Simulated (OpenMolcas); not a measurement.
# C$_{2}$H$_{4}$F$_{2}$: energy and gradient calculation (part 2 of 2)

The same run, continued: C$_{2}$H$_{4}$F$_{2}$; HF/3-21G, RHF (OpenMolcas 26.06). The geometry comes from this level: PBE0-D4/def2-TZVP.

Geometry of the input (Å):
```
F  -1.3124  0.7756  0.8740
C  -0.1158  0.7161  0.1932
C  0.2179  -0.6961  -0.1774
F  -0.6181  -1.1533  -1.1728
H  -0.2012  1.3378  -0.7028
H  0.6703  1.1180  0.8419
H  1.2489  -0.7425  -0.5448
H  0.1104  -1.3556  0.6888
```

## Log, continued
```
 *****************************************************************************************************************************
 *                                             SCF/KS-DFT Program, Final results                                             *
 *                                                       Final Results                                                       *
 *****************************************************************************************************************************

::    Total SCF energy                               -275.4166176203
      One-electron energy                            -636.1646633878
      Two-electron energy                             232.6134137371
      Nuclear repulsion energy                        128.1346320304
      Kinetic energy (interpolated)                   274.7264647630
      Virial theorem                                    1.0025121455
      Total spin, S(S+1)                                0.0000000000
      Total spin, S                                     0.0000000000
      Max non-diagonal density matrix element           0.0000002556
      Max non-diagonal Fock matrix element              0.0000000395

      All orbitals with orbital energies smaller than  E(LUMO)+0.5 are printed

++    Molecular orbitals:
      -------------------

      Title: SCF orbitals

      Molecular orbitals for symmetry species 1: a

      Basis set list:
        1 F1     1s                 10 C2     1s                 19 C3     1s                 28 F4     1s                 37 H5     1s
        2 F1     1s                 11 C2     1s                 20 C3     1s                 29 F4     1s                 38 H5     1s
        3 F1     1s                 12 C2     1s                 21 C3     1s                 30 F4     1s                 39 H6     1s
        4 F1     2px                13 C2     2px                22 C3     2px                31 F4     2px                40 H6     1s
        5 F1     2px                14 C2     2px                23 C3     2px                32 F4     2px                41 H7     1s
        6 F1     2py                15 C2     2py                24 C3     2py                33 F4     2py                42 H7     1s
        7 F1     2py                16 C2     2py                25 C3     2py                34 F4     2py                43 H8     1s
        8 F1     2pz                17 C2     2pz                26 C3     2pz                35 F4     2pz                44 H8     1s
        9 F1     2pz                18 C2     2pz                27 C3     2pz                36 F4     2pz

  Index Energy  Occupation Coefficients ...

    1  -26.1390    2.0000          1 F1     1s     (-0.684),    28 F4     1s     ( 0.705),

    2  -26.1389    2.0000          1 F1     1s     ( 0.705),    28 F4     1s     ( 0.684),

    3  -11.2661    2.0000         10 C2     1s     (-0.698),    19 C3     1s     ( 0.699),

    4  -11.2657    2.0000         10 C2     1s     ( 0.698),    19 C3     1s     ( 0.697),

    5   -1.5842    2.0000          3 F1     1s     ( 0.530),    30 F4     1s     ( 0.530),

    6   -1.5720    2.0000          3 F1     1s     (-0.551),    30 F4     1s     ( 0.551),

    7   -1.0526    2.0000          3 F1     1s     (-0.223),    12 C2     1s     ( 0.376),    21 C3     1s     ( 0.376),    30 F4     1s     (-0.223),

    8   -0.8727    2.0000         12 C2     1s     (-0.455),    21 C3     1s     ( 0.455),

    9   -0.7259    2.0000          4 F1     2px    (-0.190),     5 F1     2px    (-0.202),     8 F1     2pz    (-0.112),     9 F1     2pz    (-0.108),
                                  17 C2     2pz    (-0.208),    18 C2     2pz    (-0.167),    26 C3     2pz    (-0.196),    27 C3     2pz    (-0.143),
                                  31 F4     2px    ( 0.164),    32 F4     2px    ( 0.173),    33 F4     2py    ( 0.169),    34 F4     2py    ( 0.176),
                                  37 H5     1s     ( 0.108),    43 H8     1s     (-0.108),

   10   -0.7247    2.0000          6 F1     2py    (-0.178),     7 F1     2py    (-0.185),     8 F1     2pz    (-0.177),     9 F1     2pz    (-0.182),
                                  13 C2     2px    (-0.138),    14 C2     2px    (-0.108),    15 C2     2py    (-0.139),    16 C2     2py    (-0.106),
                                  18 C2     2pz    (-0.119),    22 C3     2px    (-0.199),    23 C3     2px    (-0.169),    31 F4     2px    (-0.128),
                                  32 F4     2px    (-0.126),    33 F4     2py    ( 0.151),    34 F4     2py    ( 0.160),    35 F4     2pz    ( 0.155),
                                  36 F4     2pz    ( 0.162),    39 H6     1s     (-0.117),    41 H7     1s     (-0.117),

   11   -0.6885    2.0000          6 F1     2py    ( 0.198),     7 F1     2py    ( 0.207),     8 F1     2pz    (-0.189),     9 F1     2pz    (-0.206),
                                  13 C2     2px    (-0.141),    15 C2     2py    ( 0.163),    16 C2     2py    ( 0.149),    24 C3     2py    (-0.204),
                                  25 C3     2py    (-0.168),    33 F4     2py    (-0.158),    34 F4     2py    (-0.160),    35 F4     2pz    ( 0.221),
                                  36 F4     2pz    ( 0.243),

   12   -0.6529    2.0000          4 F1     2px    ( 0.299),     5 F1     2px    ( 0.335),    31 F4     2px    ( 0.263),    32 F4     2px    ( 0.292),
                                  33 F4     2py    ( 0.179),    34 F4     2py    ( 0.198),

   13   -0.6463    2.0000          6 F1     2py    (-0.161),     7 F1     2py    (-0.174),     8 F1     2pz    (-0.269),     9 F1     2pz    (-0.302),
                                  13 C2     2px    (-0.157),    22 C3     2px    ( 0.156),    33 F4     2py    (-0.165),    34 F4     2py    (-0.184),
                                  35 F4     2pz    (-0.273),    36 F4     2pz    (-0.310),

   14   -0.5998    2.0000          6 F1     2py    ( 0.322),     7 F1     2py    ( 0.358),    12 C2     1s     (-0.221),    21 C3     1s     ( 0.221),
                                  31 F4     2px    (-0.213),    32 F4     2px    (-0.244),    33 F4     2py    ( 0.255),    34 F4     2py    ( 0.282),

   15   -0.5284    2.0000          4 F1     2px    (-0.190),     5 F1     2px    (-0.231),     8 F1     2pz    (-0.205),     9 F1     2pz    (-0.237),
                                  17 C2     2pz    ( 0.159),    22 C3     2px    (-0.154),    31 F4     2px    ( 0.207),    32 F4     2px    ( 0.248),
                                  33 F4     2py    ( 0.135),    34 F4     2py    ( 0.161),    35 F4     2pz    (-0.144),    36 F4     2pz    (-0.163),
                                  39 H6     1s     ( 0.156),    40 H6     1s     ( 0.172),    41 H7     1s     (-0.155),    42 H7     1s     (-0.172),

   16   -0.5152    2.0000          8 F1     2pz    (-0.239),     9 F1     2pz    (-0.287),    17 C2     2pz    ( 0.206),    26 C3     2pz    (-0.175),
                                  32 F4     2px    (-0.152),    35 F4     2pz    ( 0.209),    36 F4     2pz    ( 0.253),    37 H5     1s     (-0.167),
                                  38 H5     1s     (-0.201),    40 H6     1s     ( 0.165),    42 H7     1s     ( 0.165),    43 H8     1s     (-0.167),
                                  44 H8     1s     (-0.201),

   17   -0.4960    2.0000          6 F1     2py    (-0.265),     7 F1     2py    (-0.320),    15 C2     2py    ( 0.298),    16 C2     2py    ( 0.163),
                                  24 C3     2py    (-0.276),    25 C3     2py    (-0.163),    33 F4     2py    ( 0.244),    34 F4     2py    ( 0.297),

   18    0.2616    0.0000         12 C2     1s     (-1.025),    21 C3     1s     (-1.025),    23 C3     2px    (-0.605),    40 H6     1s     ( 1.141),
                                  42 H7     1s     ( 1.141),

   19    0.2849    0.0000         12 C2     1s     (-1.033),    18 C2     2pz    ( 0.641),    21 C3     1s     ( 1.033),    27 C3     2pz    ( 0.712),
                                  38 H5     1s     ( 1.249),    44 H8     1s     (-1.249),

   20    0.3093    0.0000         12 C2     1s     (-0.872),    21 C3     1s     (-0.872),    25 C3     2py    ( 0.562),    38 H5     1s     ( 1.106),
                                  44 H8     1s     ( 1.106),

   21    0.3258    0.0000         12 C2     1s     ( 1.044),    21 C3     1s     (-1.044),    23 C3     2px    (-0.813),    40 H6     1s     (-1.488),
                                  42 H7     1s     ( 1.488),

   22    0.3669    0.0000         18 C2     2pz    (-1.091),    27 C3     2pz    ( 1.096),    38 H5     1s     (-0.783),    40 H6     1s     ( 0.744),
                                  42 H7     1s     ( 0.744),    44 H8     1s     (-0.783),

   23    0.4005    0.0000         14 C2     2px    (-0.889),    16 C2     2py    ( 0.838),    25 C3     2py    ( 1.100),    38 H5     1s     (-0.714),
                                  44 H8     1s     ( 0.714),

   24    0.4394    0.0000         12 C2     1s     (-1.790),    16 C2     2py    ( 1.519),    21 C3     1s     ( 1.790),    23 C3     2px    (-0.916),
                                  25 C3     2py    ( 1.281),

--

++    Molecular charges:
      ------------------

      Mulliken charges per centre and basis function type
      ---------------------------------------------------

                F1      C2      C3      F4      H5      H6      H7      H8
      1s       3.9859  3.3518  3.3518  3.9859  0.7773  0.8026  0.8026  0.7773
      2px      1.6289  0.7040  0.9004  1.7905  0.0000  0.0000  0.0000  0.0000
      2pz      1.8447  1.0043  0.8472  1.7269  0.0000  0.0000  0.0000  0.0000
      2py      1.9441  0.9564  0.9171  1.9002  0.0000  0.0000  0.0000  0.0000
      Total    9.4035  6.0165  6.0165  9.4035  0.7773  0.8026  0.8026  0.7773

      N-E     -0.4035 -0.0165 -0.0165 -0.4035  0.2227  0.1974  0.1974  0.2227

      Total electronic charge=   34.000000

      Total            charge=   -0.000000
--

++    Molecular properties:
      ---------------------

      Charge (e):
                      =   -0.0000
      Dipole Moment (debye):
      Origin of the operator (angstrom)=   -0.5090   -0.0996   -0.0788
                   X=  3.0897E+00               Y=  6.0451E-01               Z=  4.7830E-01           Total=  3.1844E+00
      Quadrupole Moment (debye*angstrom):
      Origin of the operator (angstrom)=   -0.5090   -0.0996   -0.0788
                  XX= -2.2111E+01              XY=  7.0578E-01              XZ=  1.0828E+00              YY= -2.3008E+01
                  YZ= -3.0399E+00              ZZ= -2.4958E+01
      In traceless form (debye*angstrom)
                  XX=  1.8715E+00              XY=  1.0587E+00              XZ=  1.6242E+00              YY=  5.2703E-01
                  YZ= -4.5598E+00              ZZ= -2.3985E+00
--

--- Stop Module: scf /rc=_RC_ALL_IS_WELL_ ---

--- Start Module: alaska ---

                                              &ALASKA

                       available to each process: 1.9 GB of memory, 1 thread

                     Threshold for contributions to the gradient: 1.000E-07

                    ********************************************
                    * Symmetry Adapted Cartesian Displacements *
                    ********************************************

           Irreducible representation : a
           Basis function(s) of irrep: x, y, xy, Rz, z, xz, Ry, yz, Rx, I

 Basis Label        Type   Center Phase
   1   F1           x         1     1
   2   F1           y         1     1
   3   F1           z         1     1
   4   C2           x         2     1
   5   C2           y         2     1
   6   C2           z         2     1
   7   C3           x         3     1
   8   C3           y         3     1
   9   C3           z         3     1
  10   F4           x         4     1
  11   F4           y         4     1
  12   F4           z         4     1
  13   H5           x         5     1
  14   H5           y         5     1
  15   H5           z         5     1
  16   H6           x         6     1
  17   H6           y         6     1
  18   H6           z         6     1
  19   H7           x         7     1
  20   H7           y         7     1
  21   H7           z         7     1
  22   H8           x         8     1
  23   H8           y         8     1
  24   H8           z         8     1

                     No automatic utilization of translational and rotational invariance of the energy is employed.

 Conventional ERI gradients!

 **************************************************
 *              Molecular gradients               *
 **************************************************

  Irreducible representation: a
 ------------------------------------------------------------------------------------------
                              X                       Y                       Z
 ------------------------------------------------------------------------------------------
  F1                1.85950136484845E-02    1.75645997968310E-03   -1.09890704102504E-02
  C2               -2.02590361094073E-02   -1.68285845254812E-02    8.53276618897725E-03
  C3               -2.16066161948731E-02    8.63559654040930E-03   -1.50082600681709E-02
  F4                1.38615498813399E-02    4.59392443230122E-03    1.60119033705062E-02
  H5               -3.31519312365117E-03    7.11716756128888E-03   -7.15802376007213E-03
  H6                6.01430667440050E-03    3.96973390940270E-03    7.97344139458001E-03
  H7                9.09953532977870E-03   -1.01253826510325E-03   -5.63681277626482E-03
  H8               -2.38956010606048E-03   -8.23175963250922E-03    6.27405606069997E-03
 ------------------------------------------------------------------------------------------

--- Stop Module: alaska /rc=_RC_ALL_IS_WELL_ ---

.##################.
.# Happy landing! #.
.##################.

    Timing: Wall=1.67 User=1.30 System=0.36
```

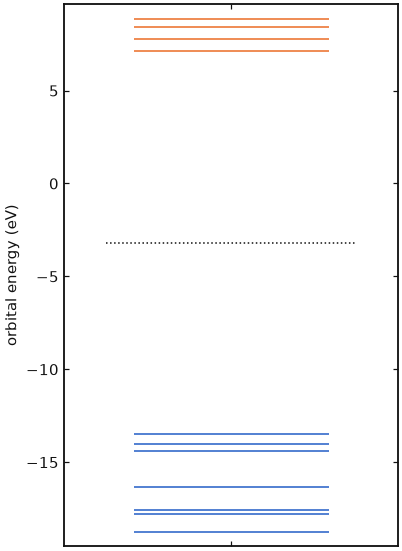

Fig. 1: Orbital energies near the frontier; the dotted line parts filled from empty levels, and levels within 0.02 eV of each other stand side by side. Highest filled −13.50 eV, lowest empty 7.12 eV, 20.62 eV apart.

## Results in brief

| quantity | value |
| --- | --- |
| outcome | converged |
| total energy | −275.416618 hartree |
| basis functions | 44 |
| largest force | 1.424 eV/Å |
| HOMO | −13.50 eV |
| LUMO | 7.12 eV |
| dipole moment | 3.18 debye |
| hardware | 1 thread of Arm Neoverse V2, 24 GiB of memory available, shared host |
| wall time | 1.9 s |
| peak memory | 0.38 GiB |
